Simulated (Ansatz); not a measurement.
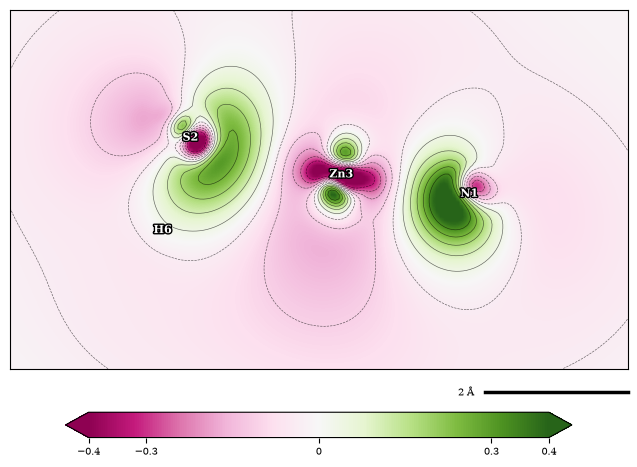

*H3NSZn. One frontier orbital on the plane of atoms N1, Zn3 and S2 (values in Å⁻³ᐟ²; the overall sign is arbitrary).*

Geometry: PBE0-D4/def2-SVP.

Level of theory: Ansatz, isolated molecule in a Gaussian basis; Kohn-Sham density functional theory, functional PBE0.

```csv
atom,x (Å),y (Å),z (Å)
N,-1.1000,0.3087,-1.0095
S,1.2816,0.0538,2.1724
Zn,0.0370,0.1388,0.3934
H,-0.7703,0.7857,-1.8444
H,-1.6262,-0.5084,-1.3074
H,2.1778,-0.7786,1.5955
```

> Which orbital is it: HOMO or LUMO?

The LUMO, at −0.82 eV. Its weight (Hirshfeld) is mainly on Zn3 (about 50 %), S2 (about 20 %), N1 (about 10 %), H4 (about 10 %) and H5 (about 10 %).
